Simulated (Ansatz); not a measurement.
# SiNH4ClO (SMILES N[SiH](O)Cl): CAM-B3LYP/6-31G(d) (spherical functions)

Aim: the vertical ionisation energy of SiNH4ClO at CAM-B3LYP/6-31G* (spherical functions), from 2 runs. 

The results are computed with Ansatz 0.2.0.

128 further runs of the same task are left out: 128 set aside as unsound or not needed.

### Step 1. The molecule

The species is SiNH4ClO (8 atoms), meant as a singlet with charge 0. SMILES: `N[SiH](O)Cl`. The coordinates come from a PBE0-D4/def2-TZVP relaxation. This is one conformer, not always the lowest.

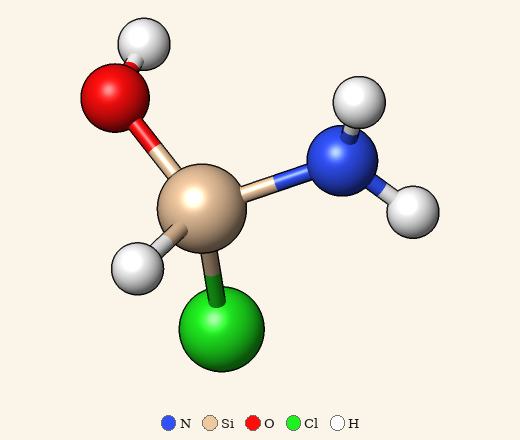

The structure, seen from a chosen angle (nitrogen blue, silicon light orange, oxygen red, chlorine green, hydrogen white).

### Step 2. A single-point energy at CAM-B3LYP/6-31G(d) (spherical functions)

File job.yaml:

```yaml
crystal:
  periodic: [false, false, false]
  atoms:
    - {symbol: N, position_ang: [-0.749800, 0.885600, -0.289000]}
    - {symbol: Si, position_ang: [0.524400, -0.226200, -0.115300]}
    - {symbol: O, position_ang: [0.551300, -0.861300, 1.386900]}
    - {symbol: Cl, position_ang: [0.173100, -1.641600, -1.566900]}
    - {symbol: H, position_ang: [-1.217200, 0.998000, -1.172700]}
    - {symbol: H, position_ang: [-0.806900, 1.712400, 0.283000]}
    - {symbol: H, position_ang: [1.896700, 0.277200, -0.308600]}
    - {symbol: H, position_ang: [-0.279500, -1.201200, 1.726700]}
basis:
  gaussian:
    orbitals: 6-31G_st_-spherical.json
accuracy: high
output: {orbitals: {seedname: orbitals}}
hamiltonian:
  xc: {name: CAM-B3LYP}
```

The basis set 6-31G* is read from a file made from the Basis Set Exchange's data (not shown).

Command:

```
$ ansatz run job.yaml --threads 1 --pin off --max-ram 3480MiB --events-out events.jsonl --progress --plain --runs-dir runs
```

The log of the run:

```text
Warning: RAYON_NUM_THREADS=1 ignored (pool sized by the plan → 1); use --threads N
Functional definition: CAM-B3LYP
  name "CAM-B3LYP"
  parameter alpha = 0.19
  parameter beta = 0.46
  parameter omega = 0.33/bohr
  parameter ac = 0.81
  exchange = (1 - alpha - beta)*b88_x + beta*b88_x_sr(omega) + alpha*exact_x + beta*exact_x_lr(omega)
  correlation = (1 - ac)*vwn5_c + ac*lyp_c
1602 factors; integrals over basis functions are off by at most 3.7e-9 eV
388 factors; integrals over basis functions are off by at most 3.1e-9 eV
mean field evaluation 1: about -23996.6701 eV, gradient 6.1e1 eV
mean field evaluation 2: about -23994.3182 eV, gradient 7.1e1 eV
mean field evaluation 4: about -24003.5146 eV, gradient 2.3e0 eV
mean field evaluation 8: about -24003.6893 eV, gradient 2.2e-1 eV
mean field evaluation 16: about -24003.6894 eV, gradient 1.1e-5 eV
mean field -24003.68940332 eV, -882.1193152871 hartree, gradient 2.7e-8 eV, S^2 0.000000; 0 other end points of the search recorded, 0 dependent functions left out
reference -24003.68942191 eV, -882.1193159703 hartree; 25, 25 occupied and 47, 47 virtual orbitals, 1602 factors
Total energy: -24003.68942191 eV, -882.1193159703 hartree
```

It took 4.5 s on 1 thread of Intel Xeon 6975P-C (Granite Rapids), shared host; peak memory 0.28 GiB.

### Step 3. The doublet cation

File in.yaml:

```yaml
crystal:
  periodic: [false, false, false]
  atoms:
    - symbol: "N"
      position_ang: [-0.749800, 0.885600, -0.289000]
    - symbol: Si
      position_ang: [0.524400, -0.226200, -0.115300]
    - symbol: O
      position_ang: [0.551300, -0.861300, 1.386900]
    - symbol: Cl
      position_ang: [0.173100, -1.641600, -1.566900]
    - symbol: H
      position_ang: [-1.217200, 0.998000, -1.172700]
    - symbol: H
      position_ang: [-0.806900, 1.712400, 0.283000]
    - symbol: H
      position_ang: [1.896700, 0.277200, -0.308600]
    - symbol: H
      position_ang: [-0.279500, -1.201200, 1.726700]
basis:
  gaussian:
    orbitals: 6-31G_st_-spherical.json
total_charge: 1
magnetization:
  spin_polarized: true
  initial_magnetization: 1
hamiltonian:
  xc: {name: CAM-B3LYP}
accuracy: high
output: {orbitals: {seedname: orbitals}}
```

The basis set 6-31G* is read from a file made from the Basis Set Exchange's data (not shown).

Command:

```
$ ansatz run in.yaml --threads 1 --pin off --max-ram 3480MiB --events-out events.jsonl --progress --plain --runs-dir runs
```

The log of the run, shortened:

```text
Warning: RAYON_NUM_THREADS=1 ignored (pool sized by the plan → 1); use --threads N
Functional definition: CAM-B3LYP
  name "CAM-B3LYP"
[...]
1601 factors; integrals over basis functions are off by at most 3.7e-9 eV
388 factors; integrals over basis functions are off by at most 3.1e-9 eV
[...]
mean field -23993.30238237 eV, -881.7375993077 hartree, gradient 7.4e-8 eV, S^2 0.756851; 6 other end points of the search recorded, 0 dependent functions left out
reference -23993.30240021 eV, -881.7375999634 hartree; 25, 24 occupied and 47, 48 virtual orbitals, 1601 factors
Total energy: -23993.30240021 eV, -881.7375999634 hartree
```

It took 13 s on 1 thread of Intel Xeon 6975P-C (Granite Rapids), shared host; peak memory 0.4 GiB.

### Step 4. What came out

At CAM-B3LYP/6-31G* (spherical functions):

| quantity | value |
| --- | --- |
| singlet SiNH4ClO: total energy | -882.11932 Eh |
| singlet SiNH4ClO: HOMO energy | -9.19 eV |
| singlet SiNH4ClO: LUMO energy | 2.49 eV |
| singlet SiNH4ClO: HOMO–LUMO gap | 11.68 eV |
| doublet cation: total energy | -881.73760 Eh |
| doublet cation: HOMO energy (highest over α and β) | -15.51 eV |
| doublet cation: LUMO energy (lowest over α and β) | -11.57 eV |
| doublet cation: ⟨S²⟩ | 0.757 |
| vertical ionisation energy (to the doublet cation) | 10.387 eV |

**Reading.** Removing an electron at fixed nuclei costs 10.39 eV (240 kcal/mol). −ε(HOMO) before ionisation, 9.19 eV, is 1.19 eV below this ionisation energy.
